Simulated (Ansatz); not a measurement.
Input file:

```
crystal:
  periodic: [false, false, false]
  atoms:
    - { symbol: B, position_ang: [0.0, 0.0, -0.364801] }
    - { symbol: H, position_ang: [0.0, -4.0e-06, 2.033152] }
    - { symbol: H, position_ang: [1.075342, 0.0, -0.884843] }
    - { symbol: H, position_ang: [-1.075342, 0.0, -0.884843] }
    - { symbol: H, position_ang: [0.0, 3.0e-06, 2.751336] }
magnetization:
  spin_polarized: true
  initial_magnetization: 1
basis:
  gaussian: { orbitals: def2-SVP }
hamiltonian:
  xc: { name: BHLYP }
relax:
  f_tol: 0.03
  max_steps: 50
output:
  orbitals: {}
```

Run with:

```sh
ansatz run input.yaml --threads 1 --pin off --max-ram 2048MiB --backend cpu --events-out ev --progress --plain --runs-dir out
```

The fields are those of the run's last geometry, not of the input's.

Theory: UKS BHLYP/def2-SVP in Ansatz.

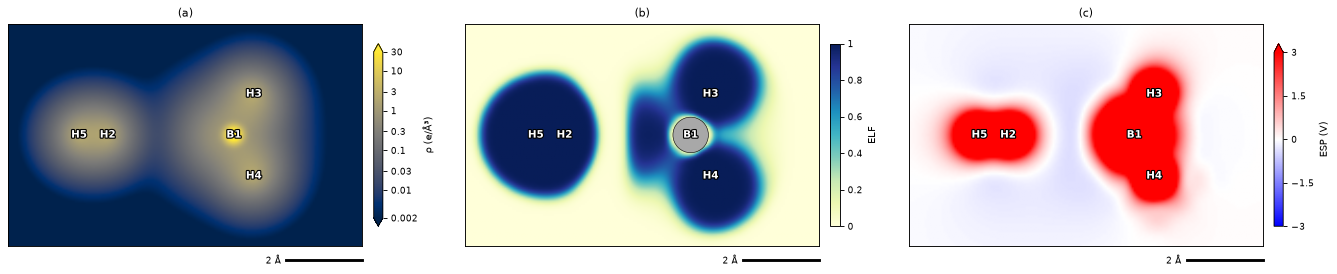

BH2···H2 (doublet). (a) electron density; (b) electron localisation function; (c) molecular electrostatic potential on the molecular plane. Grey discs cover the atomic cores in the ELF map.

Read the bonding off the picture.

Answer.
- Atoms in the plane: B and H.
- B1···H2 (3.33 Å): the density falls to about 0.02 e/Å³ on the way; the ELF dips to about 0 between them; a non-bonded, intermolecular contact.
- H–H (0.75 Å): ρ at the midpoint is about 1.7 e/Å³; the ELF is about 1 at the midpoint.
- B–H (1.19 Å): ρ at the midpoint is about 1.2 e/Å³; the ELF climbs to about 1 towards the hydrogen, as it does in any bond to H; a covalent bond by its length.
- The ELF also peaks beside B1, away from the bonds: non-bonding electrons, paired or unpaired.
- Outside the dense part of the complex the potential is most negative (−0.4 V) near B1.
